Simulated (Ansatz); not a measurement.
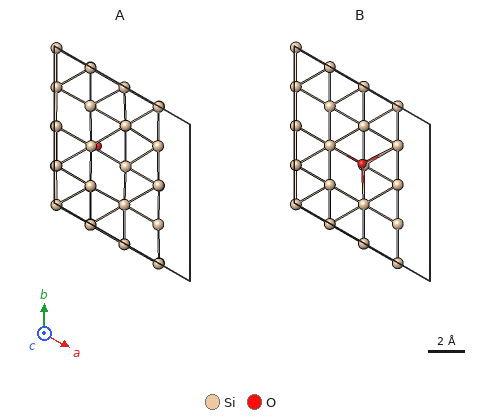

Two geometries of a defect cell of composition Si₃₂O, drawn at one scale. One is the start of a relaxation, the other its converged end. Style: ball-and-stick. Shown: the cell of the calculation (origin shifted), along the c axis.

Computed with Ansatz 0.2.0, DFT PBE, scalar-relativistic, plane waves, PAW. Settings: plane-wave cutoff 420 eV; k-point mesh 2 × 2 × 2; occupations gaussian; smearing width 0.02 eV; mesh shifted by (0.5, 0.5, 0.5); no spin polarisation; atoms relaxed in a fixed cell; force threshold 0.02 eV/Å; at most 60 steps.

**Which one is relaxed?**

Structure A is the relaxed one. Case: O interstitial, charge +0, atoms relaxed. Over 15 geometry steps the energy falls by 4.131 eV per cell of the calculation. Largest force component: 0.78 eV/Å at the start, 0.0046 eV/Å at the end. The O atom moves most: 1.76 Å along [−2 0 −1]. By element the largest moves are O 1.76 Å, Si 0.43 Å. The cell doesn't change. Some distances before and after: O–Si 2.469 → 3.870 Å, O–Si 2.430 → 3.656 Å, O–Si 2.600 → 1.632 Å, Si–Si 2.369 → 3.188 Å. Bond angles that change, for instance: Si–Si–Si 109.5° → 99.5°, Si–Si–Si 109.5° → 99.5°, Si–Si–Si 109.5° → 101.1°. The run took 3.3 min on 4 threads of Arm Neoverse V1, with other jobs on the host, peak memory 1.5 GiB.
